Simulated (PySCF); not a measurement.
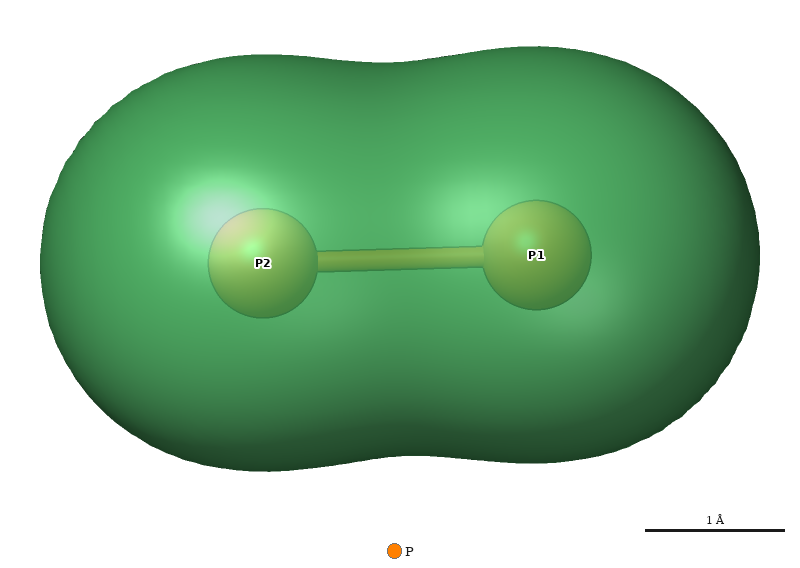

P$_{2}$ (charge +1, doublet). Isosurface of the total electron density at 0.05 e/Å³ (green), seen from one side.

Computed with PySCF, PBE0/def2-SVP, non-relativistic Hamiltonian with scalar-relativistic core potentials where named, at a bond length of 1.982 Å.

| atom | x (Å) | y (Å) | z (Å) |
| --- | --- | --- | --- |
| P | 0.0000 | 0.0000 | -0.9910 |
| P | 0.0000 | 0.0000 | 0.9910 |

### How is the density connected at this value?

At this value the surface is in one piece. It bridges the sampled P–P (1.98 Å) contact, where the density stays above the isovalue. On the grid the lowest density along these lines, outside the cores, is 1.1 e/Å³ (P–P, 1.98 Å).
